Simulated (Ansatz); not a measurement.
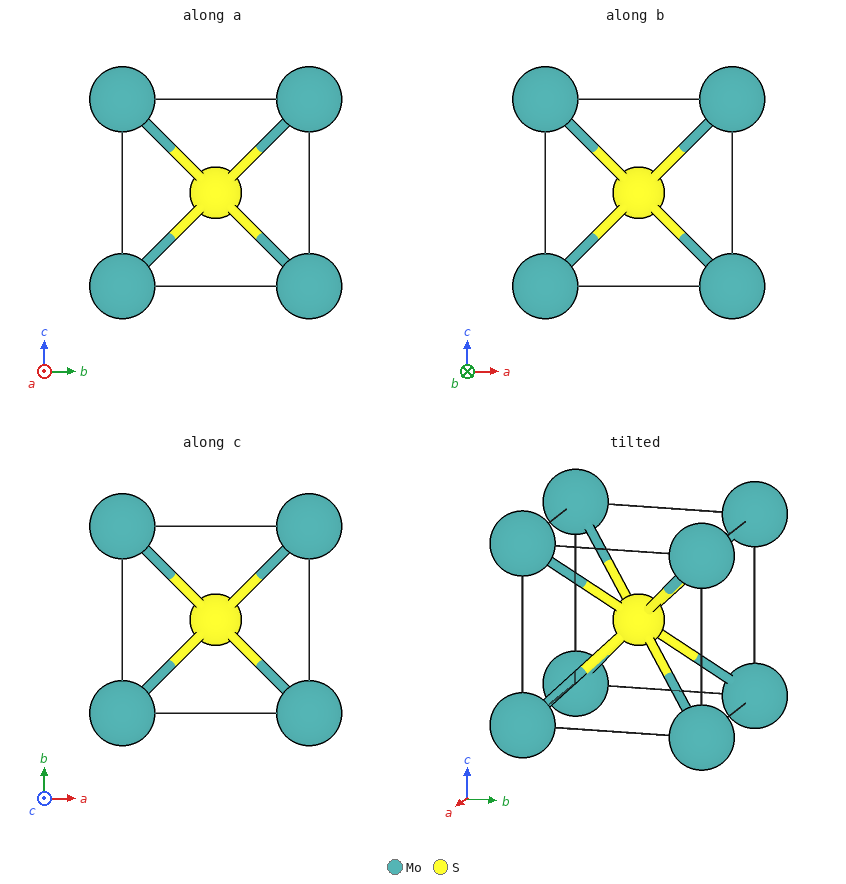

Drawn in the ball-and-stick manner and seen along the a axis, along the b axis, along the c axis and slightly off an axis. One conventional unit cell is outlined, and atoms on its boundary appear in each equivalent place.

Lattice parameters: a = 2.9614 Å, b = 2.9614 Å, c = 2.9614 Å, α = 90.000°, β = 90.000°, γ = 90.000°.

**Convert the drawing into a CIF in P1 with every atom of the cell.**

```cif
data_structure
_symmetry_space_group_name_H-M 'P 1'
_symmetry_Int_Tables_number 1
_cell_length_a 2.9614
_cell_length_b 2.9614
_cell_length_c 2.9614
_cell_angle_alpha 90.000
_cell_angle_beta 90.000
_cell_angle_gamma 90.000
_cell_volume 25.97
loop_
_atom_site_label
_atom_site_type_symbol
_atom_site_fract_x
_atom_site_fract_y
_atom_site_fract_z
_atom_site_occupancy
Mo1 Mo 0.0000 0.0000 0.0000 1
S1 S 0.5000 0.5000 0.5000 1
```

It goes back to a structure type filled with these elements by a generator (whether the compound takes this form wasn't checked). Earlier steps of the study may have refined or changed the cell and positions. Ansatz was used for an electronic-structure calculation on it.

At this level of theory the cell isn't at rest (compressed, at 30 GPa), so its distances can differ from those at equilibrium, the more so the softer the solid.
